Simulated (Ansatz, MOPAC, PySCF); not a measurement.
H2O (SMILES O) and CHN (SMILES C#N) are pulled apart as rigid monomers along the line of their centres of mass, from the B3LYP-D3(BJ)/def2-TZVP minimum. Starting geometry (charge 0, multiplicity 1):
| atom | x (Å) | y (Å) | z (Å) |
|---|---|---|---|
| O | -0.1430 | 0.0652 | -0.6573 |
| H | 0.7913 | -0.0607 | -0.8478 |
| H | -0.2007 | 0.0722 | 0.3079 |
| C | -0.2795 | 0.0792 | 3.5548 |
| N | -0.1393 | 0.0616 | 2.4191 |
| H | -0.4112 | 0.0957 | 4.6136 |

Interaction energies with rigid monomers; basis-set methods are counterpoise corrected unless marked otherwise.

Cores are frozen in the correlated methods. The state that PM3, PM7 reach isn't checked; PM7 holds dispersion and hydrogen-bond terms.

The values were computed with Ansatz (Gaussian orbitals); MOPAC for PM3, PM7 (differences of heats of formation); PySCF for the dispersion terms. Each number belongs to the level named beside it.

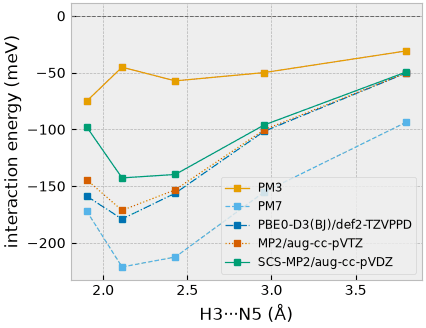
*Interaction energy against separation*

Question: Which level binds most strongly at H3···N5 = 2.11, and by how much?

Answer: PM7, -221 meV.

Ansatz is an electronic-structure program.
